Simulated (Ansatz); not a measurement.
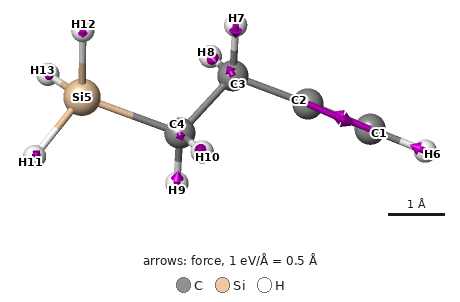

Starting geometry of C4H8Si with the computed forces as purple arrows. Style: ball-and-stick. Shown at a tilt.

The start comes from PBE-D4/def2-SVP.

All numbers below come from Ansatz, RKS PBE0-D4/def2-TZVP. (force threshold 0.005 eV/Å; at most 150 steps)

> What follows when this structure is relaxed?

It isn't relaxed: the largest force vector, on C2, is 1.90 eV/Å. The final displacements follow the starting forces only in part (cosine between the two patterns 0.41). After 4 geometry steps the energy has fallen by 6.52 kJ/mol. Largest force component: 1.6 eV/Å at the start, 0.0035 eV/Å at the end. The atom that moves furthest after the best rigid fit is H6 (0.059 Å). Largest moves by element: H 0.059 Å, C 0.043 Å, Si 0.027 Å. Near-neighbour distances that change, for instance: C1–C2 1.223 → 1.201 Å, C4–Si5 1.900 → 1.878 Å, Si5–H12 1.507 → 1.489 Å, Si5–H11 1.504 → 1.487 Å.
